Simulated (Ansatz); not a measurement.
# HOF (hypofluorous acid): levels of theory compared

Wanted: a comparison of 6 runs (PBE-QIDH/aug-cc-pVTZ, revPBE/aug-cc-pVTZ, RPA@PBE0/aug-cc-pVTZ, MP2/aug-cc-pVTZ, CCSD/aug-cc-pVTZ, CCSD(T)/aug-cc-pVTZ) of HOF (hypofluorous acid). 

The calculation is run with Ansatz 0.2.0.

48 further runs of the same task are left out: 48 set aside as unsound or not needed.

### 1 The structure to begin with

HOF: 3 atoms, total charge 0, spin state singlet. SMILES: `OF`. One bond was lengthened or shortened from a relaxed shape.

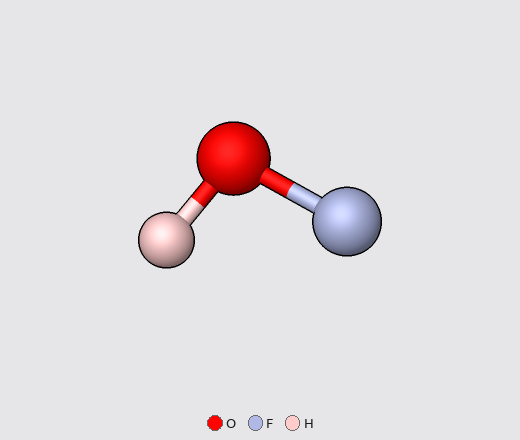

Viewed from a chosen angle; oxygen red, fluorine light blue, hydrogen pink.

### 2 The energy at PBE-QIDH/aug-cc-pVTZ (run 1)

Input file job.yaml:

```yaml
basis:
  gaussian: {orbitals: aug-cc-pVTZ}
crystal:
  periodic: [false, false, false]
  atoms:
    - {symbol: O, position_ang: [0.526465, -0.121265, 0.279571]}
    - {symbol: F, position_ang: [-0.126035, 1.103695, 0.052261]}
    - {symbol: H, position_ang: [-0.208690, -0.804280, -0.205350]}
hamiltonian: {xc: {name: PBE-QIDH}}
correlation: {frozen_orbitals: {F: 1, H: 0, O: 1}}
accuracy: high
output: {orbitals: {seedname: orbitals}}
```

Run with:

```console
$ ansatz run job.yaml --threads 1 --pin off --max-ram 3480MiB --events-out events.jsonl --progress --plain --runs-dir runs
```

The program printed:

```text
Warning: RAYON_NUM_THREADS=1 ignored (pool sized by the plan → 1); use --threads N
Functional definition: PBE-QIDH
  name "PBE-QIDH"
  parameter a = 3^(-1/3)
  parameter c = 1/3
  exchange = (1 - a)*pbe_x + a*exact_x
  correlation = (1 - c)*pbe_c + c*(mp2_os + mp2_ss)
1783 factors; integrals over basis functions are off by at most 2.7e-9 eV
mean field evaluation 1: about -4766.8803 eV, gradient 1.9e1 eV
mean field evaluation 2: about -4766.8806 eV, gradient 1.9e1 eV
mean field evaluation 4: about -4767.4549 eV, gradient 2.4e0 eV
mean field evaluation 8: about -4767.4643 eV, gradient 4.7e-2 eV
mean field evaluation 16: about -4767.4643 eV, gradient 1.3e-5 eV
mean field -4767.46434821 eV, -175.2010832935 hartree, gradient 3.0e-8 eV, S^2 0.000000; 0 other end points of the search recorded, 0 dependent functions left out
2 core orbitals not correlated: weight in the atoms' cores, before any rotation towards them, 1.000 or more for the frozen orbitals, at most 0.000 for the correlated occupied ones
reference -4767.46434939 eV, -175.2010833365 hartree; 7, 7 occupied and 106, 106 virtual orbitals, 1783 factors
second order -15.92311584 eV of doubles, -0.00000000 eV of singles
Total energy: -4772.77205466 eV, -175.3961379078 hartree
```

Run time: 5.4 s. Hardware: 1 thread of Arm Neoverse V2, shared host; peak memory 0.26 GiB.

### 3 A single-point energy at revPBE/aug-cc-pVTZ (run 2)

Input file input.yaml:

```yaml
crystal:
  periodic: [false, false, false]
  atoms:
    - {symbol: O, position_ang: [0.526465, -0.121265, 0.279571]}
    - {symbol: F, position_ang: [-0.126035, 1.103695, 0.052261]}
    - {symbol: H, position_ang: [-0.208690, -0.804280, -0.205350]}
basis:
  gaussian:
    orbitals: aug-cc-pVTZ
hamiltonian:
  xc: {name: revPBE}
accuracy: high
output:
  orbitals: {seedname: orbitals}
```

Run with:

```console
$ ansatz run input.yaml --threads 1 --pin off --max-ram 3480MiB --events-out events.jsonl --progress --plain --runs-dir runs
```

The program printed:

```text
Warning: RAYON_NUM_THREADS=1 ignored (pool sized by the plan → 1); use --threads N
Functional definition: revPBE
  name "revPBE"
  parameter kappa = 1.245
  parameter beta = 0.06672455060314922
  exchange = pbe_x(kappa = kappa, mu = beta*pi^2/3)
  correlation = pbe_c(beta = beta)
1783 factors; integrals over basis functions are off by at most 2.7e-9 eV
mean field evaluation 1: about -4775.2267 eV, gradient 3.3e1 eV
mean field evaluation 2: about -4768.3772 eV, gradient 6.8e1 eV
mean field evaluation 4: about -4776.9595 eV, gradient 4.9e0 eV
mean field evaluation 8: about -4776.9997 eV, gradient 1.0e-2 eV
mean field evaluation 16: about -4776.9997 eV, gradient 8.1e-8 eV
mean field -4776.99968152 eV, -175.5515003291 hartree, gradient 8.1e-8 eV, S^2 0.000000; 0 other end points of the search recorded, 0 dependent functions left out
reference -4776.99968596 eV, -175.5515004922 hartree; 9, 9 occupied and 106, 106 virtual orbitals, 1783 factors
Total energy: -4776.99968596 eV, -175.5515004922 hartree
```

It took 3.6 s on 1 thread of Arm Neoverse V2, shared host; peak memory 0.24 GiB.

Runs 3 to 5 aren't shown in full; the table further down has their settings and results.

### 4 The energy at CCSD(T)/aug-cc-pVTZ (run 6)

Input file molecule.yaml:

```yaml
crystal:
  periodic: [false, false, false]
  atoms:
    - {symbol: O, position_ang: [0.526465, -0.121265, 0.279571]}
    - {symbol: F, position_ang: [-0.126035, 1.103695, 0.052261]}
    - {symbol: H, position_ang: [-0.208690, -0.804280, -0.205350]}
basis:
  gaussian:
    orbitals: aug-cc-pVTZ
magnetization:
  spin_polarized: false
correlation:
  method: ccsd_t
  frozen_orbitals: {F: 1, H: 0, O: 1}
accuracy: high
scf:
  omitted_lower_state_checks: [cluster_reference, increment]
```

Run with:

```console
$ ansatz run molecule.yaml --threads 1 --pin off --max-ram 3480MiB --events-out events.jsonl --progress --plain --runs-dir runs
```

The program printed, cut to the lines that bear on the results:

```text
Warning: RAYON_NUM_THREADS=1 ignored (pool sized by the plan → 1); use --threads N
Functional definition: HF
  name "HF"
[...]
1783 factors; integrals over basis functions are off by at most 2.7e-9 eV
[...]
mean field -4756.24392456 eV, -174.7887403298 hartree, gradient 1.5e-8 eV, S^2 0.000000; 0 other end points of the search recorded, 0 dependent functions left out
2 core orbitals not correlated: weight in the atoms' cores, before any rotation towards them, 1.000 or more for the frozen orbitals, at most 0.000 for the correlated occupied ones
reference -4756.24392456 eV, -174.7887403298 hartree; 7, 7 occupied and 106, 106 virtual orbitals, 1783 factors
second order -14.25246871 eV of doubles, -0.00000000 eV of singles
cycle   1  -13.90363665 eV  change    3.5e-1 eV  update   8.2e-2
[...]
cycle  24  -14.36873352 eV  change  -7.0e-11 eV  update  4.3e-10
perturbative correction -0.55023027 eV, -0.0202205896 hartree
Total energy: -4771.16288835 eV, -175.3370021367 hartree
Checks for a lower state left out: cluster_reference, increment
```

Wall time 12 s (1 thread of Arm Neoverse V2, shared host); peak memory 0.85 GiB.

### 5 The series

```
run                 level  frozen core orbitals  energy (Eh)  wall time
  1  PBE-QIDH/aug-cc-pVTZ                     2  -175.396138      5.4 s
  2    revPBE/aug-cc-pVTZ                     –  -175.551500      3.6 s
  3  RPA@PBE0/aug-cc-pVTZ                     2  -175.508126      6.6 s
  4       MP2/aug-cc-pVTZ                     2  -175.312509      2.5 s
  5      CCSD/aug-cc-pVTZ                     2  -175.316782      9.9 s
  6   CCSD(T)/aug-cc-pVTZ                     2  -175.337002       12 s
```

### 6 Results

| quantity | value |
| --- | --- |
| run 6: total energy | -175.33700 Eh |
| run 6: correlation energy (2 core orbitals frozen) | -548.3 mEh |
| run 6: (T) correction | -20.22 mEh |
| run 6: T1 diagnostic | 0.014 |

Totals of different functionals can't be ranked against each other. All runs together took 40 s, the longest 12 s.
